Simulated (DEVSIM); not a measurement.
Structure: W/SiO2/p-InP capacitor, at 500 K.

| layer (left to right) | material | thickness (nm) | Na (cm⁻³) |
|---|---|---|---|
| 1 | SiO2 | 7.70 | - |
| 2 | InP | 11000 | 3.2e15 |

Metal gate on the left, work function 4.6 eV. Fixed charge at the semiconductor interface 0 cm⁻² (in units of +e); interface traps 2.8e10 cm⁻² eV⁻¹, uniform in energy, neutral level at 0.7 of the gap above the valence band.

This is a model device: material constants are rounded textbook-type values typed into the input, and sizes, dopings and lifetimes were drawn at random. Values at 300 K; Nc and Nv go as T^1.5, mobilities as T to minus their exponent, the gap by Varshni's rule with the affinity fixed.

```
parameter         SiO2       InP
----------------  ----  --------
gap (eV)             9     1.344
affinity (eV)      0.9      4.38
permittivity       3.9      12.5
Nc (cm⁻³)            -    5.7e17
Nv (cm⁻³)            -    1.1e19
Varshni α (eV/K)     -  0.000363
Varshni β (K)        -       162
```

Model (solved in DEVSIM): 1D Poisson equation in equilibrium, Boltzmann statistics, complete ionisation; no quantum confinement or tunnelling. Metal contacts follow the ideal Schottky-Mott rule: no Fermi-level pinning, no interface dipoles.

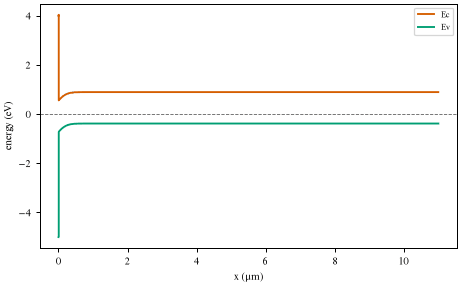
*Band edges at -0.3 V on the gate*

Energies count from the Fermi level of the right contact; mesh points crowd at the junctions.

```tsv
x (μm)	Ec (eV)	Ev (eV)	n (cm⁻³)	p (cm⁻³)	field (V/cm)
0.000	4.000	-5.000	< 1e2	< 1e2	50000
0.001416	4.007	-4.993	< 1e2	< 1e2	50000
0.003978	4.020	-4.980	< 1e2	< 1e2	50000
0.006515	4.033	-4.967	< 1e2	< 1e2	50000
0.008224	0.560	-0.718	2.8e12	1.4e12	16000
0.01075	0.564	-0.714	2.5e12	1.5e12	16000
0.01669	0.573	-0.704	2.0e12	1.9e12	16000
0.03979	0.609	-0.668	8.9e11	4.3e12	15000
0.08681	0.674	-0.603	2.0e11	2.0e13	13000
0.2003	0.790	-0.487	1.3e10	2.9e14	7700
0.4743	0.885	-0.393	1.5e9	2.6e15	870
1.538	0.894	-0.384	1.2e9	3.2e15	≈ 0
3.704	0.894	-0.384	1.2e9	3.2e15	≈ 0
7.586	0.894	-0.384	1.2e9	3.2e15	≈ 0
9.964	0.894	-0.384	1.2e9	3.2e15	≈ 0
10.59	0.894	-0.384	1.2e9	3.2e15	≈ 0
10.84	0.894	-0.384	1.2e9	3.2e15	≈ 0
10.94	0.894	-0.384	1.2e9	3.2e15	≈ 0
10.99	0.894	-0.384	1.2e9	3.2e15	≈ 0
11.00	0.894	-0.384	1.2e9	3.2e15	≈ 0
11.01	0.894	-0.384	1.2e9	3.2e15	≈ 0
11.01	0.894	-0.384	1.2e9	3.2e15	≈ 0
```
